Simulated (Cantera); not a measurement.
Feed: 1 mol CH₂F₂, 2.3 mol H₂, held at 0.100 bar.

Equilibrium computed with Cantera from the NASA thermochemical tables; the gas is ideal and each condensed phase is pure. Candidate condensed phases: C, C₆H₆, C₇H₈, C₈H₁₈; 95 gas species. Kinetics and transport are ignored.

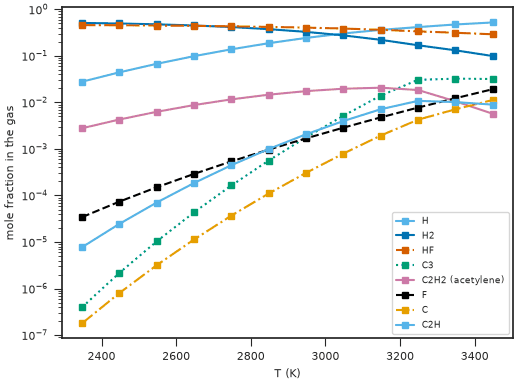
Figure: Equilibrium gas composition (values under 1e-9 drawn at 1e-9)

From 2348 K to 3148 K the condensed part is C(graphite). From 3248 K to 3448 K nothing is condensed. The main C-bearing gas is C₂H₂ (acetylene) at 2348 K and C₃ at 3448 K.
